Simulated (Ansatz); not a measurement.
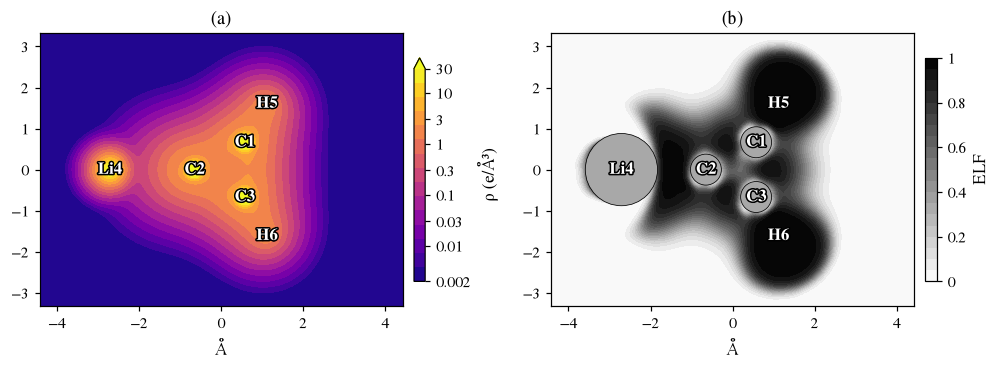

C₃H₂Li (SMILES [Li][c]1c[cH+]1) (charge +1). (a) electron density; (b) electron localisation function on the molecular plane. Grey discs cover the atomic cores in the ELF map.

Geometry: PBE0-D3(BJ)/pcseg-1.

These are results of isolated molecule in a Gaussian basis; Kohn-Sham density functional theory, functional PBE0 (Ansatz 0.2.0), not measurements.

The calculation's input:

```
crystal:
  periodic: [false, false, false]
  atoms:
    - {symbol: C, position_ang: [-0.069708, 0.303480, 0.597697]}
    - {symbol: C, position_ang: [1.268142, 0.491292, 0.259034]}
    - {symbol: C, position_ang: [0.759379, 0.793560, 1.519828]}
    - {symbol: Li, position_ang: [2.822090, 0.394963, -1.086949]}
    - {symbol: H, position_ang: [-1.064547, -0.017692, 0.299676]}
    - {symbol: H, position_ang: [0.936921, 1.165391, 2.525756]}
basis:
  gaussian: {orbitals: def2-TZVPD}
hamiltonian: {xc: pbe0}
output: {forces: true, orbitals: {seedname: orbitals}}
total_charge: 1
```

Command:

```sh
ansatz run input.yaml --threads 1 --pin off --max-ram 2610MiB --events-out events.jsonl --progress --plain --runs-dir runs
```

**Describe what can be read from this map.**

The plane passes through C, Li and H nuclei. C–C (1.33 Å): ρ is about 2.2 e/Å³ halfway; the ELF peaks at about 0.85 between the atoms; a short, multiple covalent bond. C–Li (2.06 Å): ρ is about 0.43 e/Å³ halfway; the ELF peaks at about 1 in the valence shell of C, 0.8 Å from its nucleus, and is about 0.95 at the midpoint. C–H (1.09 Å): the density is about 2.1 e/Å³ at the midpoint; the ELF climbs to about 1 towards the hydrogen, as it does in any bond to H (an ordinary covalent bond to hydrogen). C–C (1.39 Å): the density is about 2 e/Å³ at the midpoint; the ELF peaks at about 0.85 between the atoms: a covalent bond.
